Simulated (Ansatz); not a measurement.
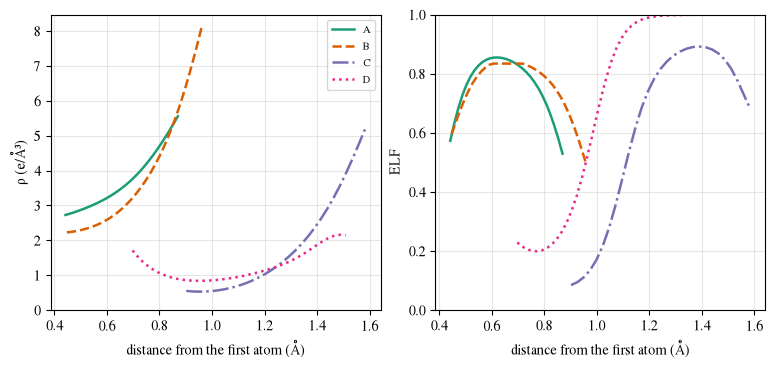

CHF₂OZn (charge +1). Total electron density and ELF along straight lines between neighbouring atoms. The curves leave out the atomic cores.

Geometry: PBE-D3(BJ)/def2-SVP.

All numbers below come from isolated molecule in a Gaussian basis; Kohn-Sham density functional theory, functional PBE0 (Ansatz).

```csv
atom,x (Å),y (Å),z (Å)
C,1.1883,0.5909,-0.7160
F,0.8228,1.1367,-1.8236
F,2.2113,1.1527,-0.1903
O,0.6255,-0.3658,-0.2073
Zn,-0.7784,-1.7203,-0.2095
H,-1.8466,-2.7852,-0.1687
```

**Which curve belongs to which contact (C–F, C–O, Zn–H and Zn–O)? The first atom named is at distance zero.**

Curve A: C–O (1.22 Å): ρ at the midpoint is about 3.3 e/Å³; the ELF peaks at about 0.85 between the atoms: a short, multiple covalent bond. Curve B: C–F (1.28 Å): ρ is about 2.8 e/Å³ halfway; the ELF peaks at about 0.85 between the atoms: a shared but strongly polarised pair. Curve C: Zn–O (1.95 Å): the density is about 0.53 e/Å³ at the midpoint; the ELF peaks at about 0.90 in the valence shell of O, 0.6 Å from its nucleus, and is about 0.15 at the midpoint. Curve D: Zn–H (1.51 Å): ρ is about 1.3 e/Å³ halfway; the ELF climbs to about 1 towards the hydrogen.
